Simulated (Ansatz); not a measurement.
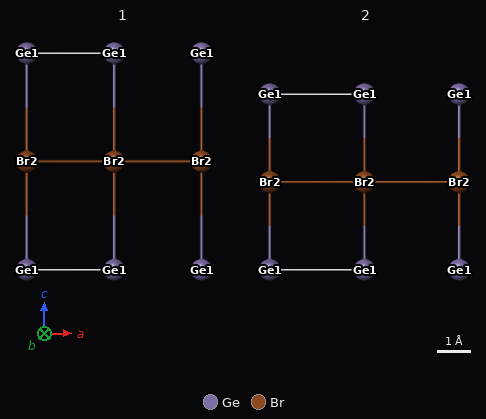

Two geometries of crystalline GeBr (a generated structure, set up in P6/mmm) (coarse preliminary run), drawn at one scale. One is the start of a relaxation, the other its converged end. The picture is a ball-and-stick view of the cell of the calculation, repeated 2 × 1 × 1 with one cell outlined, seen along the b axis.

The calculation used Ansatz 0.2.0, DFT PBE, scalar-relativistic, plane waves, PAW. (plane-wave cutoff 420 eV; k-point mesh 6 × 6 × 4; occupations gaussian; smearing width 0.1 eV; no spin polarisation; cell and atoms relaxed; force threshold 0.04 eV/Å; at most 70 steps)

Which one is relaxed?

Answer. Structure 2 is the relaxed one. The atoms keep their places relative to the cell (all moves are under 0.005 Å). The drawn cell changes as follows: a = b 3.085 → 3.342 Å (+8.3 %), c 6.626 → 5.372 Å (−18.9 %); the volume changes by −4.8 %. Some distances before and after: Ge1–Br2 3.313 → 2.686 Å, Br2–Br2 3.085 → 3.342 Å. The space group stays P6/mmm (No. 191). Over 7 accepted moves (8 points after the start) the energy falls by 218 meV per atom. All forces vanish by symmetry, so only the cell relaxes. The pressure goes from −2.00 to 0.02 GPa. At 1 point the geometry stayed and the basis and grid were re-selected for the new cell (energy shift of 0.4 meV per atom at most each time).
